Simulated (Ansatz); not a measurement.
The calculation's input:

```
crystal:
  periodic: [false, false, false]
  atoms:
    - {symbol: P, position_ang: [-0.104881, 1.980686, 3.063012]}
    - {symbol: Si, position_ang: [-2.892986, 0.380909, 0.854959]}
    - {symbol: Si, position_ang: [-0.860586, 1.292079, 1.115609]}
    - {symbol: H, position_ang: [-3.400502, 0.089702, -0.505853]}
    - {symbol: H, position_ang: [-3.655019, -0.065332, 2.044355]}
    - {symbol: H, position_ang: [-0.172793, 1.766320, -0.112699]}
    - {symbol: H, position_ang: [-0.493716, 0.827631, 3.803286]}
    - {symbol: H, position_ang: [1.253222, 1.627437, 2.813062]}
basis:
  gaussian: {orbitals: def2-TZVPD}
total_charge: 1
magnetization: {spin_polarized: true, initial_magnetization: 1}
hamiltonian: {xc: {name: PBE0}}
output: {forces: true, orbitals: {seedname: orbitals}}
```

Command:

```sh
ansatz run input.yaml --threads 1 --pin off --max-ram 2610MiB --events-out events.jsonl --progress --plain --runs-dir runs
```

Geometry: PBE0-D3(BJ)/def2-SVP.

Computed with isolated molecule in a Gaussian basis; Kohn-Sham density functional theory, functional PBE0 in Ansatz 0.2.0.

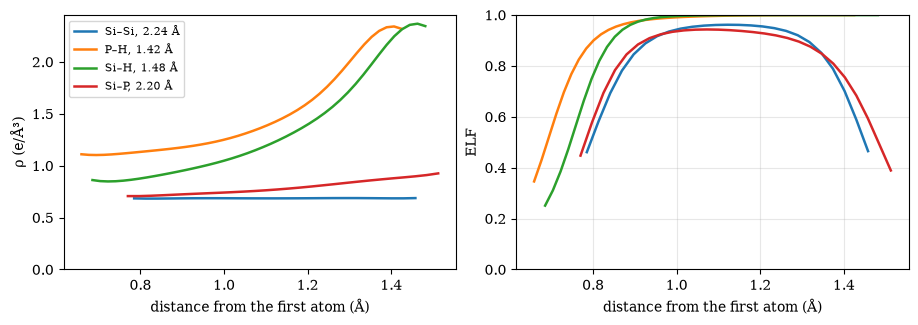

H5PSi2 (SMILES [SiH2][SiH]=[PH2+]) (charge +1, doublet). Total electron density and ELF along straight lines between neighbouring atoms. The curves leave out the atomic cores.

**Compare the contacts.**

Si–Si (2.24 Å): the density is about 0.69 e/Å³ at the midpoint; the ELF peaks at about 0.95 between the atoms (a covalent bond).
P–H (1.42 Å): ρ is about 1.1 e/Å³ halfway; the ELF climbs to about 1 towards the hydrogen, as it does in any bond to H.
Si–H (1.48 Å): ρ at the midpoint is about 0.85 e/Å³; the ELF climbs to about 1 towards the hydrogen.
Si–P (2.20 Å): ρ is about 0.76 e/Å³ halfway; the ELF peaks at about 0.95 between the atoms; a covalent bond.
